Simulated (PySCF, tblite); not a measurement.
# C₇H₁₁N+ (doublet): geometry, infrared bands and EPR parameters

Wanted: the infrared bands and EPR parameters of C₇H₁₁N+ (doublet) (`C[NH+][C@@]12C=CC[C@@H]1C2`), by calculation.

Programs: tblite 0.8.0 and PySCF 2.14.0, with density-fitted response routines of our own. Each step states its level of theory. These are calculated values for one molecule in the gas phase, unless marked as measured. Atoms count from 0, in the outputs and in this text.

**1. Starting geometry**

19 atoms, charge 1, multiplicity 2; geometry from: force field or distance geometry start.

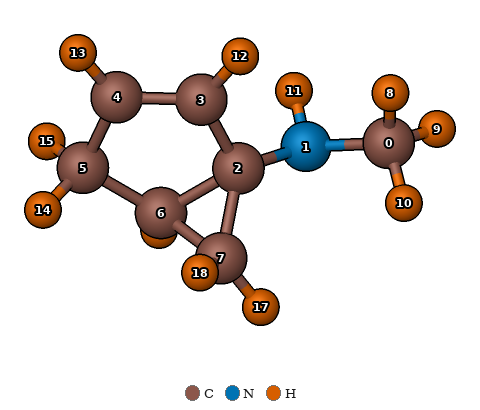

As it starts; carbon brown, nitrogen blue, hydrogen orange, atoms numbered.

**2. Geometry optimisation with GFN2-xTB**

The job: settings as JSON, then the geometry in Å.

```
{"job": {"kind": "relax", "xc": "GFN2-xTB", "basis": "xTB"}, "charge": 1, "multiplicity": 2}
C      2.539400     0.646400     0.357900
N      1.340900     0.689400    -0.495200
C      0.231600    -0.059300     0.082800
C     -0.603600     0.620300     1.098200
C     -1.927100     0.518100     0.898100
C     -2.182000    -0.279900    -0.365300
C     -0.799700    -0.649200    -0.875600
C      0.133100    -1.541500    -0.086100
H      2.357900     1.126200     1.327400
H      3.343600     1.181600    -0.132100
H      2.861700    -0.381100     0.528000
H      1.073500     1.649100    -0.658200
H     -0.170400     1.122900     1.965700
H     -2.695400     0.933000     1.516200
H     -2.771600    -1.165400    -0.143600
H     -2.709800     0.333500    -1.087400
H     -0.667400    -0.548500    -1.935500
H      0.916600    -2.053400    -0.636200
H     -0.281000    -2.133200     0.728000
```

The run is started by

```console
$ OMP_NUM_THREADS=1 python probes_run.py task.json out
```

This one command runs all jobs of the session in turn.

**Question.** This job is followed by: GFN2-xTB harmonic vibrations, gas phase; UKS B3LYP, pcH-1 on C H N, non-relativistic, mean-field spin-orbit, GIAO. What will the session give for the following? strongest single infrared mode (GFN2-xTB); zero-point energy (GFN2-xTB); g(iso) (B3LYP); ⟨S²⟩; largest a(iso) (averaged by class).

**Answer**, as computed:

| quantity | value |
| --- | --- |
| strongest single infrared mode (GFN2-xTB) | 1591 cm⁻¹, 158 km/mol |
| zero-point energy (GFN2-xTB) | 101.1 kcal/mol |
| g(iso) (B3LYP) | 2.00358 |
| ⟨S²⟩ | 0.755 (exact 0.75) |
| largest a(iso) (averaged by class) | 1H on H8, H9, H10, 50.3 MHz |

What this shows: Over 140 steps the energy fell by 0.871 eV; of the close pairs, N1–C2 changed most, 1.458 to 1.366 Å. No mode is imaginary among the 51: a minimum at this level. The strongest single mode, at 1591 cm⁻¹, moves mainly C4 and C3. Unscaled tight-binding wavenumbers are off by several per cent, some by more. Its intensities can rank the bands wrongly. N1 carries the largest spin population, 0.48 e. The isotropic g lies 1.3 ppt above the free-electron value.
